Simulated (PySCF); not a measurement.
```yaml
atoms:
  - { symbol: Si, position_ang: [-1.3900, -0.9048, -0.0550] }
  - { symbol: N, position_ang: [-0.0863, 0.0773, -0.5199] }
  - { symbol: Si, position_ang: [1.5562, 0.2222, -0.0213] }
  - { symbol: P, position_ang: [-0.2976, 1.8369, -0.6713] }
  - { symbol: H, position_ang: [-1.9256, -0.6850, 1.3109] }
  - { symbol: H, position_ang: [-0.9214, -2.3000, -0.1106] }
  - { symbol: H, position_ang: [-2.4978, -0.6971, -0.9941] }
  - { symbol: H, position_ang: [1.8407, 0.9344, 1.2378] }
  - { symbol: H, position_ang: [1.9906, -1.1895, 0.2888] }
  - { symbol: H, position_ang: [2.3681, 0.6428, -1.1647] }
  - { symbol: H, position_ang: [-0.6315, 2.0652, 0.6732] }
```

Geometry: GFN2-xTB.

Method: PBE0/def2-SVPD, SCF density, gas phase in PySCF.

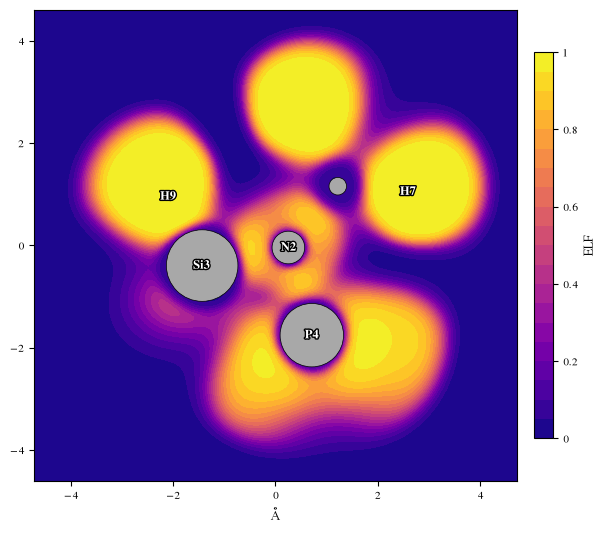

H₇NPSi₂ (charge −1). Electron localisation function on the plane of atoms N2, Si3 and H9. Grey discs cover the atomic cores.

> What does the map show?

- The plane passes through N, Si, P and H nuclei.
- Si–N (1.72 Å): the ELF peaks at about 0.90 between the atoms, as expected for a shared but strongly polarised pair.
- P–N (1.78 Å): the ELF peaks at about 0.85 between the atoms; a polar covalent bond.
- The ELF also peaks beside P4, away from the bonds: lone-pair regions.
